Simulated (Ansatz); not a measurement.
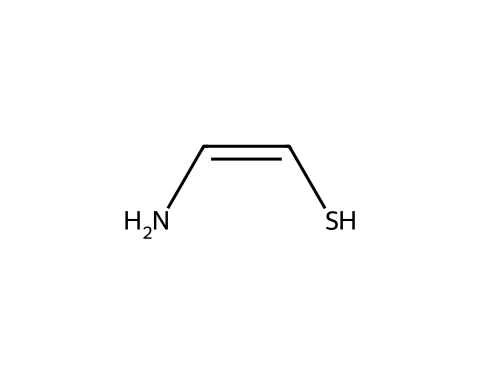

2D structure.

Transcribe the drawing into SMILES.

N/C=C\S

What is the molecular formula?

C2H5NS.

An optimisation with PBE0-D4/def2-TZVP gave a structure of which point group?

C1.

The parts below concern this one geometry. Atoms keep their numbers from picture to picture. Computed geometry: PBE0-D4/def2-TZVP optimisation.

Thermal motion

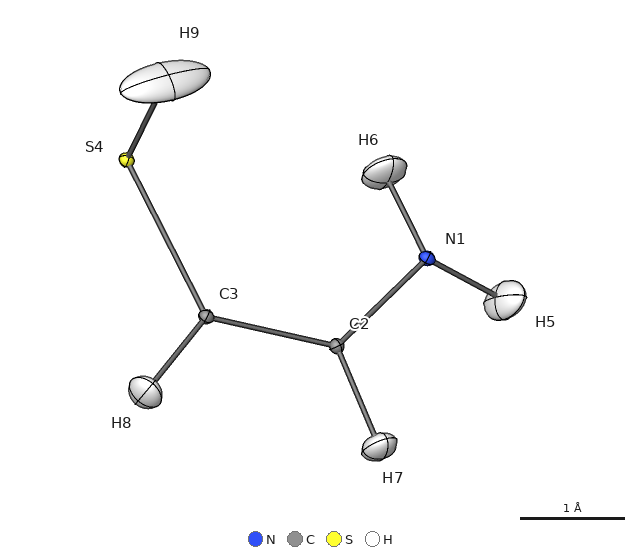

Displacement ellipsoids at the 50 % level, from the internal vibrations of the free molecule (harmonic, no overall translation or rotation; no half-axis is drawn under 0.075 Å). Vibrations computed with RKS PBE0-D4/def2-TZVP (Ansatz 0.2.0). Temperature: 100 K.

Which atom moves most?

H9, with U_eq = 0.0424 Å².

Does H9 move more along its bond or across it?

Across it: the root-mean-square amplitude is 0.079 Å along the bond and up to 0.320 Å across, since bending and torsion are softer than stretching.

List U_eq and the three principal root-mean-square amplitudes for each kind of atom.

| atom | U_eq (Å²) | rms amplitudes (Å) |
| --- | --- | --- |
| N1 | 0.0014 | 0.023, 0.028, 0.053 |
| C2 | 0.0012 | 0.028, 0.036, 0.037 |
| C3 | 0.0015 | 0.031, 0.041, 0.042 |
| S4 | 0.00044 | 0.008, 0.015, 0.032 |
| H5 | 0.0195 | 0.079, 0.125, 0.192 |
| H6 | 0.0181 | 0.075, 0.141, 0.169 |
| H7 | 0.0133 | 0.078, 0.113, 0.145 |
| H8 | 0.0133 | 0.080, 0.116, 0.142 |
| H9 | 0.0424 | 0.079, 0.137, 0.320 |

Charges

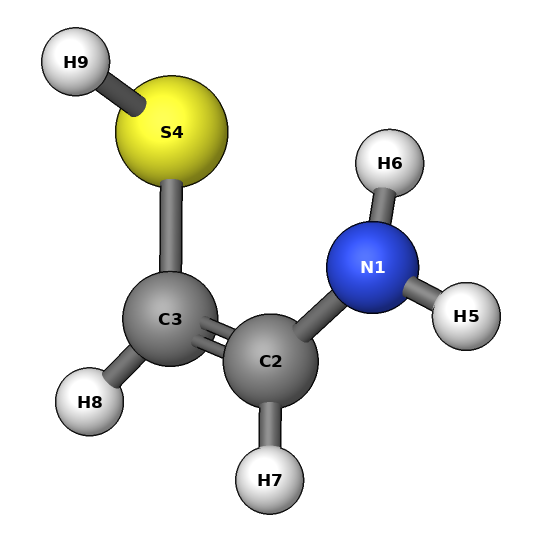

The questions are on Mulliken charges. Properties computed with RKS r2SCAN-D4/def2-TZVPP (Ansatz 0.2.0).

Which atom carries the highest charge (most positive or least negative)?

H5 (0.17 e).

And the lowest?

N1 (−0.30 e).

List the Mulliken charges.

```
atom  value (e)
  N1      −0.30
  C2       0.05
  C3      −0.14
  S4      −0.22
  H5       0.17
  H6       0.16
  H7       0.08
  H8       0.10
  H9       0.09
```

Vibrations

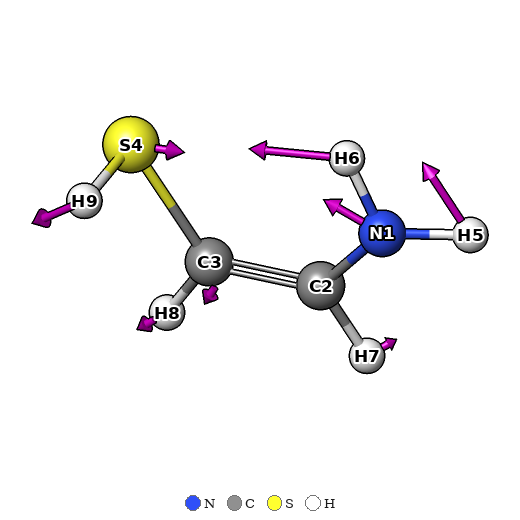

The arrows show one normal mode. Harmonic vibrations computed with RKS PBE0-D4/def2-TZVP (Ansatz 0.2.0) at a stationary point of the same level.

At what wavenumber does it lie?

230 cm⁻¹; it is mode 2 of 21 counted from the lowest.

Mulliken values depend strongly on the basis set and can even reverse the polarity of a bond.
